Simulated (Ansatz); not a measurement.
# P2 (diphosphorus): levels of theory compared

Aim: a comparison of 6 runs (B3LYP/STO-3G, BLYP/STO-3G, PBE/STO-3G, wB97X/STO-3G, MP2/STO-3G, UCCSD(T)/STO-3G) of P2 (diphosphorus). 

The results are computed with Ansatz 0.2.0.

36 further runs of the same task are left out: 13 that didn't finish, 23 set aside as unsound or not needed.

### 1 The molecule

The species is P2 (2 atoms), meant as a singlet with charge 0. As SMILES, `P#P`. The P2–P1 distance was set to 2.840 Å, away from the relaxed value.

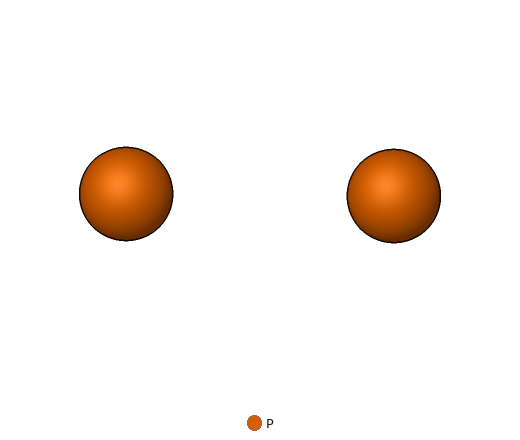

The structure, seen from a chosen angle (phosphorus orange).

### 2 A single-point energy at B3LYP/STO-3G (run 1)

molecule.yaml reads:

```yaml
crystal:
  periodic: [false, false, false]
  atoms:
    - symbol: P
      position_ang: [0.000000, 0.000000, -0.946700]
    - symbol: P
      position_ang: [0.000000, 0.000000, 1.893400]
basis:
  gaussian: {orbitals: STO-3G}
hamiltonian: {xc: {name: B3LYP}}
accuracy: high
```

Started as:

```
$ ansatz run molecule.yaml --threads 1 --pin off --max-ram 2610MiB --events-out events.jsonl --progress --plain --runs-dir runs
```

Output:

```text
Warning: RAYON_NUM_THREADS=1 ignored (pool sized by the plan → 1); use --threads N
Functional definition: B3LYP
  name "B3LYP"
  parameter a0 = 0.2
  parameter ax = 0.72
  parameter ac = 0.81
  exchange = (1 - a0 - ax)*slater_x + ax*b88_x + a0*exact_x
  correlation = (1 - ac)*vwn_rpa_c + ac*lyp_c
281 factors; integrals over basis functions are off by at most 4.8e-9 eV
mean field evaluation 1: about -18358.6008 eV, gradient 9.6e-1 eV
mean field evaluation 2: about -18358.6028 eV, gradient 1.1e-1 eV
mean field evaluation 4: about -18358.5756 eV, gradient 4.5e-3 eV
mean field evaluation 8: about -18358.5756 eV, gradient 1.4e-5 eV
mean field -18358.57563738 eV, -674.6652107842 hartree, gradient 2.1e-8 eV, S^2 0.000000; 0 other end points of the search recorded, 0 dependent functions left out
reference -18358.57565989 eV, -674.6652116113 hartree; 15, 15 occupied and 3, 3 virtual orbitals, 281 factors
Total energy: -18358.57565989 eV, -674.6652116113 hartree
```

Run time: 0.47 s. Hardware: 1 thread of Arm Neoverse V2, shared host.

### 3 A single-point energy at BLYP/STO-3G (run 2)

input.yaml reads:

```yaml
crystal:
  periodic: [false, false, false]
  atoms:
    - {symbol: P, position_ang: [0.000000, 0.000000, -0.946700]}
    - {symbol: P, position_ang: [0.000000, 0.000000, 1.893400]}
basis:
  gaussian: {orbitals: STO-3G}
magnetization: {spin_polarized: false}
hamiltonian: {xc: {name: BLYP}}
accuracy: high
```

Started as:

```
$ ansatz run input.yaml --threads 1 --pin off --max-ram 2610MiB --events-out events.jsonl --progress --plain --runs-dir runs
```

Output:

```text
Warning: RAYON_NUM_THREADS=1 ignored (pool sized by the plan → 1); use --threads N
Functional definition: BLYP
  name "BLYP"
  parameter beta = 0.0042
  parameter a = 0.04918
  parameter b = 0.132
  parameter c = 0.2533
  parameter d = 0.349
  exchange = b88_x(beta = beta)
  correlation = lyp_c(a = a, b = b, c = c, d = d)
281 factors; integrals over basis functions are off by at most 4.8e-9 eV
mean field evaluation 1: about -18358.0308 eV, gradient 1.7e0 eV
mean field evaluation 2: about -18358.0407 eV, gradient 5.1e-1 eV
mean field evaluation 4: about -18358.0094 eV, gradient 1.5e-1 eV
mean field evaluation 8: about -18358.0096 eV, gradient 2.6e-4 eV
mean field evaluation 16: about -18355.0336 eV, gradient 5.6e-1 eV
mean field -18358.00957145 eV, -674.6444082448 hartree, gradient 6.4e-10 eV, S^2 0.000000; 0 other end points of the search recorded, 0 dependent functions left out
reference -18358.00960222 eV, -674.6444093756 hartree; 15, 15 occupied and 3, 3 virtual orbitals, 281 factors
Total energy: -18358.00960222 eV, -674.6444093756 hartree
```

Wall time 0.53 s (1 thread of Arm Neoverse V2, shared host).

Runs 3 to 5 aren't shown in full; the table further down has their settings and results.

### 4 The energy at UCCSD(T)/STO-3G (run 6)

run.yaml reads:

```yaml
crystal:
  periodic: [false, false, false]
  atoms:
    - {symbol: P, position_ang: [0.000000, 0.000000, -0.946700]}
    - {symbol: P, position_ang: [0.000000, 0.000000, 1.893400]}
basis:
  gaussian: {orbitals: STO-3G}
correlation: {method: ccsd_t, frozen_orbitals: {P: 5}}
scf: {omitted_lower_state_checks: [cluster_reference, increment]}
accuracy: high
magnetization: {spin_polarized: true, initial_magnetization: 0}
```

Started as:

```
$ ansatz run run.yaml --threads 1 --pin off --max-ram 2610MiB --events-out events.jsonl --progress --plain --runs-dir runs
```

Output:

```text
Warning: RAYON_NUM_THREADS=1 ignored (pool sized by the plan → 1); use --threads N
[... 18 lines left out ...]
10 core orbitals not correlated: weight in the atoms' cores, before any rotation towards them, 1.000 or more for the frozen orbitals, at most 0.000 for the correlated occupied ones
[... 48 lines left out ...]
Total energy: -18333.92345360 eV, -673.7592597402 hartree
Checks for a lower state left out: cluster_reference, increment
```

Wall time 0.69 s (1 thread of Arm Neoverse V2, shared host).

### 5 Overview of the runs

```tsv
run	level	frozen core orbitals	energy (Eh)	wall time
1	B3LYP/STO-3G	–	-674.665212	0.47 s
2	BLYP/STO-3G	–	-674.644409	0.53 s
3	PBE/STO-3G	–	-674.360262	0.57 s
4	wB97X/STO-3G	–	-674.589788	4.5 s
5	MP2/STO-3G	10	-673.549624	0.26 s
6	UCCSD(T)/STO-3G	10	-673.759260	0.69 s
```

### 6 Outcome

```
                                           quantity          value
                                run 6: total energy  -673.75926 Eh
run 6: correlation energy (10 core orbitals frozen)      -13.2 mEh
                              run 6: (T) correction      -0.10 mEh
           run 6: ⟨S²⟩ of the reference determinant          2.775
                               run 6: T1 diagnostic          0.043
```

**Reading.** Totals of different functionals can't be ranked against each other. In run 5 the log says that unrestricted orbitals would lower the reference, so the values rest on an unstable closed-shell determinant (other closed-shell runs at this shape may share the fault). In runs 1, 2, 3, 4, 5, 6 the basis is minimal, so the values are rough. Spin contamination of the reference: run 6 ⟨S²⟩ = 2.77. Where it is this large, the reference is a mixture of spin states, and values that rest on it are in doubt. All runs together took 7 s, the longest 4.5 s.
